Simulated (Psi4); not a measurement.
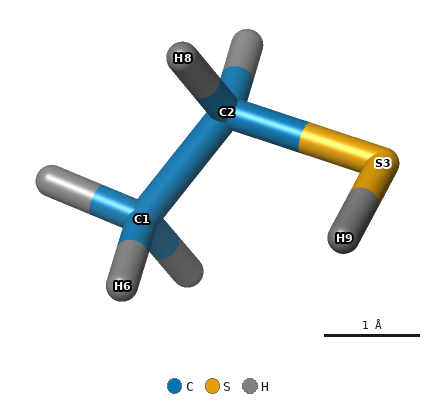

Fig. 1: The structure (stick view, seen at a tilt; atoms are numbered from 1 in the order of the input). Bond lengths as drawn: C–C 1.51 Å, C–H 1.09 Å, C–S 1.81 Å and H–S 1.34 Å.

Run report: C₂H₆S, excited-state calculation (part 1 of 2)

The run: excited-state calculation of C₂H₆S. Method and program: TDDFT (BHLYP)/cc-pVDZ, RKS (Psi4 1.11).

The geometry comes from this level: PBE0-D4/def2-TZVP.

**The input (job.dat)**
```python
memory 1.6 GB

molecule {
  0 1
  C     -1.28701687     0.66627964    -1.10006627
  C      1.20851765    -0.41933023    -0.21724292
  S      1.01886474    -2.13949123     2.73904463
  H     -2.71168140    -0.81343261    -1.28316183
  H     -1.06625907     1.59576033    -2.93359194
  H     -1.99974598     2.06838083     0.23731181
  H      1.91837437    -1.81498746    -1.56354050
  H      2.65313768     1.04396030    -0.05355484
  H      0.26580888    -0.18717737     4.17480185
  units au
  symmetry c1
}

set {
  basis                cc-pVDZ
  puream               true
  scf_type             pk
  dft_radial_points    99
  dft_spherical_points 590
  save_jk              true
}

from psi4.driver.procrouting.response.scf_response import tdscf_excitations
energy_value, wavefunction = energy('bhhlyp', return_wfn=True)
states = tdscf_excitations(wavefunction, states=12, tda=False)
print_variables()
```

Machine: 1 thread of Intel Xeon @ 2.70GHz, 189 GiB of memory available, shared host.

Launch command:
```bash
psi4 job.dat job.out -n 1
```

**Log**
```
Psi4 1.11 release

   => Loading Basis Set <=

    Name: CC-PVDZ
    Role: ORBITAL
    Keyword: BASIS

         ---------------------------------------------------------
                                   SCF
                              RKS Reference
                        1 Threads,   1525 MiB Core
         ---------------------------------------------------------

  ==> Geometry <==

    Molecular point group: c1
    Full point group: C1

    Geometry (in Bohr), charge = 0, multiplicity = 1:

       Center              X                  Y                   Z               Mass
    ------------   -----------------  -----------------  -----------------  -----------------
         C           -1.781792517166     1.690695353703    -2.234111236421    12.000000000000
         C            0.713742002834     0.605085483703    -1.351287886421    12.000000000000
         S            0.524089092834    -1.115075516297     1.604999663579    31.972071174400
         H           -3.206457047166     0.210983103703    -2.417206796421     1.007825032230
         H           -1.561034717166     2.620176043703    -4.067636906421     1.007825032230
         H           -2.494521627166     3.092796543703    -0.896733156421     1.007825032230
         H            1.423598722834    -0.790571746297    -2.697585466421     1.007825032230
         H            2.158362032834     2.068376013703    -1.187599806421     1.007825032230
         H           -0.228966767166     0.837238343703     3.040756883579     1.007825032230

  Running in c1 symmetry.

  Rotational constants: A =      0.97356  B =      0.17757  C =      0.16291 [cm^-1]
  Rotational constants: A =  29186.45196  B =   5323.41064  C =   4883.98921 [MHz]
  Nuclear repulsion =  107.631681090954430

  Charge       = 0
  Multiplicity = 1
  Electrons    = 34
  Nalpha       = 17
  Nbeta        = 17

  ==> Algorithm <==

  SCF Algorithm Type is PK.
  DIIS enabled.
  MOM disabled.
  Fractional occupation disabled.
  Guess Type is SAD.
  Energy threshold   = 1.00e-06
  Density threshold  = 1.00e-06
  Integral threshold = 1.00e-12

  ==> Primary Basis <==

  Basis Set: CC-PVDZ
    Blend: CC-PVDZ
    Number of shells: 38
    Number of basis functions: 76
    Number of Cartesian functions: 79
    Spherical Harmonics?: true
    Max angular momentum: 2

  ==> DFT Potential <==

   => LibXC <=

    Version 7.1.2

   => Composite Functional: BHANDHLYP <=

    BHandHLYP Hyb-GGA Exchange-Correlation Functional

    Defined through Gaussian implementation.

    Deriv               =              1
    GGA                 =           TRUE
    Meta                =          FALSE

    Exchange Hybrid     =           TRUE
    MP2 Hybrid          =          FALSE

   => Exchange Functionals <=

    0.5000         Becke 88

   => Exact (HF) Exchange <=

    0.5000               HF

   => Correlation Functionals <=

    1.0000   Lee, Yang & Parr

   => LibXC Density Thresholds  <==

    XC_HYB_GGA_XC_BHANDHLYP:  1.00E-15

   => Molecular Quadrature <=

    Radial Scheme          =       TREUTLER
    Pruning Scheme         =           NONE
    Nuclear Scheme         =       TREUTLER

    Blocking Scheme        =         OCTREE
    BS radius alpha        =              1
    Pruning alpha          =              1
    Radial Points          =             99
    Spherical Points       =            590
    Total Points           =         494318
    Total Blocks           =           3519
    Max Points             =            256
    Max Functions          =             76
    Weights Tolerance      =       1.00E-15

  ==> Integral Setup <==

  Using in-core PK algorithm.
   Calculation information:
      Number of atoms:                   9
      Number of AO shells:              38
      Number of primitives:            124
      Number of atomic orbitals:        79
      Number of basis functions:        76

      Integral cutoff                 1.00e-12
      Number of threads:                 1

  Performing in-core PK
  Using 8564402 doubles for integral storage.
  We computed 274453 shell quartets total.
  Whereas there are 274911 unique shell quartets.

  ==> DiskJK: Disk-Based J/K Matrices <==

    J tasked:                  Yes
    K tasked:                  Yes
    wK tasked:                  No
    Memory [MiB]:              254
    Schwarz Cutoff:          1E-12

  Cached 50.0% of DFT collocation blocks in 0.517 [GiB].

  Minimum eigenvalue in the overlap matrix is 6.9794987633E-03.
  Reciprocal condition number of the overlap matrix is 1.2638313657E-03.
    Using symmetric orthogonalization.

  ==> Pre-Iterations <==

  SCF Guess: Superposition of Atomic Densities via on-the-fly atomic UHF (no occupation information).

   -------------------------
    Irrep   Nso     Nmo
   -------------------------
     A         76      76
   -------------------------
    Total      76      76
   -------------------------

  ==> Iterations <==

                        Total Energy        Delta E     RMS |[F,P]|

   @RKS iter SAD:  -477.54162313042616   -4.77542e+02   0.00000e+00
   @RKS iter   1:  -477.80711966787152   -2.65497e-01   6.79234e-03 ADIIS/DIIS
   @RKS iter   2:  -477.85069205289943   -4.35724e-02   5.85189e-03 ADIIS/DIIS
   @RKS iter   3:  -477.95800186413516   -1.07310e-01   5.62417e-04 ADIIS/DIIS
   @RKS iter   4:  -477.95896386256879   -9.61998e-04   2.01603e-04 ADIIS/DIIS
   @RKS iter   5:  -477.95909399353002   -1.30131e-04   4.31053e-05 DIIS
   @RKS iter   6:  -477.95909962213778   -5.62861e-06   7.71533e-06 DIIS
   @RKS iter   7:  -477.95909982792745   -2.05790e-07   1.95005e-06 DIIS
   @RKS iter   8:  -477.95909984181515   -1.38877e-08   3.10026e-07 DIIS
  Energy and wave function converged.

  ==> Post-Iterations <==

   Electrons on quadrature grid:
      Ntotal   =   33.9999985090 ; deviation = -1.491e-06

    Orbital Energies [Eh]
    ---------------------

    Doubly Occupied:

       1A    -90.049333     2A    -10.624194     3A    -10.592516
       4A     -8.322085     5A     -6.179809     6A     -6.176885
       7A     -6.171750     8A     -0.912747     9A     -0.801478
      10A     -0.694012    11A     -0.538924    12A     -0.500039
      13A     -0.470588    14A     -0.437515    15A     -0.414521
      16A     -0.373072    17A     -0.284648

    Virtual:

      18A      0.070034    19A      0.112016    20A      0.126532
      21A      0.148669    22A      0.153511    23A      0.185931
      24A      0.189954    25A      0.265454    26A      0.399010
      27A      0.452262    28A      0.461122    29A      0.474520
      30A      0.514352    31A      0.553677    32A      0.559969
      33A      0.593355    34A      0.644517    35A      0.659812
      36A      0.686465    37A      0.711704    38A      0.724845
      39A      0.727372    40A      0.740750    41A      0.765316
      42A      0.781528    43A      0.796434    44A      0.832502
      45A      1.016688    46A      1.061956    47A      1.097657
      48A      1.162920    49A      1.242198    50A      1.287700
      51A      1.421563    52A      1.442880    53A      1.511730
      54A      1.548889    55A      1.578549    56A      1.676532
      57A      1.700908    58A      1.707629    59A      1.725279
      60A      1.757412    61A      1.781624    62A      1.807029
      63A      1.810684    64A      1.921068    65A      2.041208
      66A      2.101590    67A      2.124574    68A      2.189616
      69A      2.251530    70A      2.320555    71A      2.358862
      72A      2.537391    73A      2.583196    74A      2.626822
      75A      2.657900    76A      2.718086

    Final Occupation by Irrep:
              A
    DOCC [    17 ]
    NA   [    17 ]
    NB   [    17 ]

  @RKS Final Energy:  -477.95909984181515

   => Energetics <=

    Nuclear Repulsion Energy =            107.6316810909544301
    One-Electron Energy =                -869.7898118527047018
    Two-Electron Energy =                 304.1774691031149018
    DFT Exchange-Correlation Energy =     -19.9784381831797724
    Empirical Dispersion Energy =           0.0000000000000000
    VV10 Nonlocal Energy =                  0.0000000000000000
    Total Energy =                       -477.9590998418151457

Computation Completed

Properties will be evaluated at   0.000000,   0.000000,   0.000000 [a0]

Properties computed using the SCF density matrix

 Multipole Moments:

 ------------------------------------------------------------------------------------
     Multipole            Electronic (a.u.)      Nuclear  (a.u.)        Total (a.u.)
 ------------------------------------------------------------------------------------

 L = 1.  Multiply by 2.5417464519 to convert [e a0] to [Debye]
 Dipole X            :          1.8475564           -1.9318970           -0.0843406
 Dipole Y            :         -3.4340326            3.9724751            0.5384424
 Dipole Z            :          3.7182268           -4.0584054           -0.3401786
 Magnitude           :                                                    0.6424602

 ------------------------------------------------------------------------------------

	total time  =         19 seconds =       0.32 minutes

******************************************************************************************
**********                               WARNING                                **********
**********       The names of excited state variables changed between 1.5       **********
**********     and 1.6. For a quick solution, remove the symmetry specifier     **********
**********   from the variable name. For full details, see 'Notes on Psivars'   **********
**********                        in the documentation.                         **********
******************************************************************************************

         ---------------------------------------------------------
                         TDSCF excitation energies
         ---------------------------------------------------------

  ==> Options <==

     Residual threshold  : 1.0000e-04
     Initial guess       : denominators
     Reference           : RHF
     Solver type         : RPA (Hamiltonian)

  ==> Requested Excitations <==

      12 singlet states with A symmetry

  ==> Seeking the lowest 12 singlet states with A symmetry
```
